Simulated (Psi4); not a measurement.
**UB2PLYP/def2-SVPD (core potential, density fitting for correlation) run of CH2NSn (SMILES N#[C][SnH2])**

Aim: the vertical electron affinity of CH2NSn at UB2PLYP/def2-SVPD (core potential, density fitting for correlation), from 2 runs. 

The calculation is run with Psi4 1.11.

1 further run of the same task is left out (set aside as unsound or not needed).

## Step 1: The system as given

The species is CH2NSn (5 atoms), meant as a doublet with charge 0. SMILES: `N#[C][SnH2]`. The shape is that of a PBE0-D4/def2-TZVP optimisation.

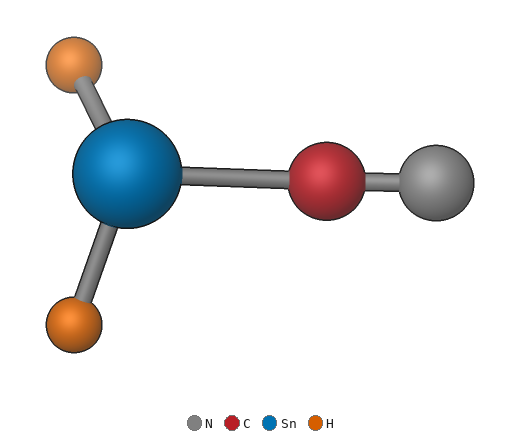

Viewed from a chosen angle; nitrogen grey, carbon red, tin blue, hydrogen orange.

## Step 2: A single-point energy at UB2PLYP/def2-SVPD (core potential, density fitting for correlation)

Contents of ch2nsn.py:

```python
import psi4

psi4.set_memory('2200 MB')
psi4.set_num_threads(1)
psi4.set_output_file('ch2nsn.out', False)

m = psi4.geometry("""
0 2
N      0.833800    -1.535700     1.665600
C      0.506000    -0.851500     0.796000
Sn     0.009600     0.331100    -0.886300
H     -1.648500     0.038200    -1.184000
H      0.349000     1.944400    -0.432600
symmetry c1
""")

psi4.set_options({
    'reference': 'uks',
    'puream': True,
    'e_convergence': 1e-09,
    'd_convergence': 1e-08,
    'scf_type': 'pk',
    'dft_radial_points': 99,
    'dft_spherical_points': 590,
    'num_frozen_docc': 6,
    'maxiter': 100,
})

e, wfn = psi4.energy('b2plyp/def2-SVPD', molecule=m, return_wfn=True)
print('E =', round(e, 9))
```

On the command line:

```bash
python ch2nsn.py
```

ch2nsn.out:

```text
[...]
    !!!  WARNING: ECP capability is in beta. Please check occupations closely.  !!!
[...]
  Running in c1 symmetry.
[...]
  Nuclear repulsion =   94.907877767547262
[...]
  Multiplicity = 2
[...]
  Nalpha       = 19
  Nbeta        = 18
[...]
    Number of basis functions: 88
[...]
   @UKS iter   1:  -307.60620083798852   -1.56185e+00   4.98084e-03 ADIIS/DIIS
[...]
   @UKS iter  17:  -307.72235080129064   -2.04636e-12   3.67099e-09 DIIS
[...]
   @S^2 Observed:                7.540403085E-01
[...]
    Orbital Energies [Eh]
    ---------------------
    Alpha Occupied:
       1A    -14.855641     2A    -10.651493     3A     -5.461568
       4A     -3.741421     5A     -3.738493     6A     -3.735323
       7A     -1.194548     8A     -1.190619     9A     -1.190594
      10A     -1.186380    11A     -1.186257    12A     -1.025340
      13A     -0.649848    14A     -0.498548    15A     -0.431066
      16A     -0.429731    17A     -0.410958    18A     -0.394670
      19A     -0.291462
    Alpha Virtual:
      20A      0.011646    21A      0.015732    22A      0.024181
      23A      0.049043    24A      0.074705    25A      0.075550
[...]
  @UKS Final Energy:  -307.72235080129064
   => Energetics <=
    Nuclear Repulsion Energy =             94.9078777675472622
    One-Electron Energy =                -690.5458910306139160
    Two-Electron Energy =                 302.8053369497155813
    DFT Exchange-Correlation Energy =     -14.8896744879395619
    Empirical Dispersion Energy =           0.0000000000000000
    VV10 Nonlocal Energy =                  0.0000000000000000
    Total Energy =                       -307.7223508012906450
[...]
 Multipole Moments:
 ------------------------------------------------------------------------------------
     Multipole            Electronic (a.u.)      Nuclear  (a.u.)        Total (a.u.)
 ------------------------------------------------------------------------------------
 L = 1.  Multiply by 2.5417464519 to convert [e a0] to [Debye]
 Dipole X            :         -6.7770996            6.3960812           -0.3810183
 Dipole Y            :         18.1281344          -17.1723876            0.9557469
 Dipole Z            :        -28.0343679           26.6182836           -1.4160843
 Magnitude           :                                                    1.7504062
[...]
```

Standard output:

```text
E = -307.85710695
```

It took 35 s on 1 thread of AMD EPYC 7R43 (Zen 3), shared host; peak memory 0.95 GiB.

## Step 3: The singlet anion, same level

Contents of ch2nsn.in:

```
memory 2200 MB

molecule mol {
  -1 1
  N      0.833800    -1.535700     1.665600
  C      0.506000    -0.851500     0.796000
  Sn     0.009600     0.331100    -0.886300
  H     -1.648500     0.038200    -1.184000
  H      0.349000     1.944400    -0.432600
  symmetry c1
  no_reorient
  no_com
}

set {
  reference            rks
  puream               true
  e_convergence        1e-09
  d_convergence        1e-08
  scf_type             pk
  dft_radial_points    99
  dft_spherical_points 590
  num_frozen_docc      6
}

result = energy('b2plyp/def2-SVPD')
```

On the command line:

```bash
psi4 -i ch2nsn.in -o ch2nsn.out -n 1
```

ch2nsn.out:

```text
[...]
    !!!  WARNING: ECP capability is in beta. Please check occupations closely.  !!!
[...]
  Running in c1 symmetry.
[...]
  Nuclear repulsion =   94.907877767547262
[...]
  Multiplicity = 1
[...]
  Nalpha       = 19
  Nbeta        = 19
[...]
    Number of basis functions: 88
[...]
   @RKS iter   1:  -307.55491816978042   -1.53136e+00   6.46200e-03 ADIIS/DIIS
[...]
   @RKS iter  12:  -307.78806227524450   -3.92220e-12   3.84098e-09 DIIS
[...]
    Orbital Energies [Eh]
    ---------------------
    Doubly Occupied:
       1A    -14.664030     2A    -10.467549     3A     -5.205518
       4A     -3.485754     5A     -3.482794     6A     -3.478440
       7A     -0.941861     8A     -0.937875     9A     -0.931115
      10A     -0.929705    11A     -0.927945    12A     -0.841466
      13A     -0.424105    14A     -0.299363    15A     -0.236408
      16A     -0.232844    17A     -0.226288    18A     -0.189722
      19A     -0.028333
[...]
  @RKS Final Energy:  -307.78806227524450
   => Energetics <=
    Nuclear Repulsion Energy =             94.9078777675472622
    One-Electron Energy =                -698.8625899744458820
    Two-Electron Energy =                 311.1710493011797780
    DFT Exchange-Correlation Energy =     -15.0043993695256290
    Empirical Dispersion Energy =           0.0000000000000000
    VV10 Nonlocal Energy =                  0.0000000000000000
    Total Energy =                       -307.7880622752444992
[...]
 Multipole Moments:
 ------------------------------------------------------------------------------------
     Multipole            Electronic (a.u.)      Nuclear  (a.u.)        Total (a.u.)
 ------------------------------------------------------------------------------------
 L = 1.  Multiply by 2.5417464519 to convert [e a0] to [Debye]
 Dipole X            :        -15.4371683           14.7101951           -0.7269732
 Dipole Y            :         13.1665748          -12.4572636            0.7093112
 Dipole Z            :          9.0108787           -8.8439183            0.1669604
 Magnitude           :                                                    1.0293144
[...]
```

Wall time 23 s (1 thread of AMD EPYC 7R43 (Zen 3), shared host); peak memory 0.96 GiB.

## Step 4: Outcome

Level: UB2PLYP/def2-SVPD (core potential, density fitting for correlation), 6 core orbitals frozen.

| quantity | value |
| --- | --- |
| doublet CH2NSn: total energy | -307.85711 Eh |
| doublet CH2NSn: HOMO energy (SCF part's orbitals) (highest over α and β) | -7.93 eV |
| doublet CH2NSn: LUMO energy (SCF part's orbitals) (lowest over α and β) | -2.84 eV |
| doublet CH2NSn: ⟨S²⟩ | 0.754 |
| singlet anion: total energy | -307.93095 Eh |
| singlet anion: HOMO energy (SCF part's orbitals) | -0.77 eV |
| singlet anion: LUMO energy (SCF part's orbitals) | 4.55 eV |
| singlet anion: HOMO–LUMO gap (to an unbound level, set by the basis) | 5.32 eV |
| vertical electron affinity (to the singlet anion) | 2.009 eV |

**Reading.** At fixed nuclei the extra electron is bound by 2.01 eV (194 kJ/mol).
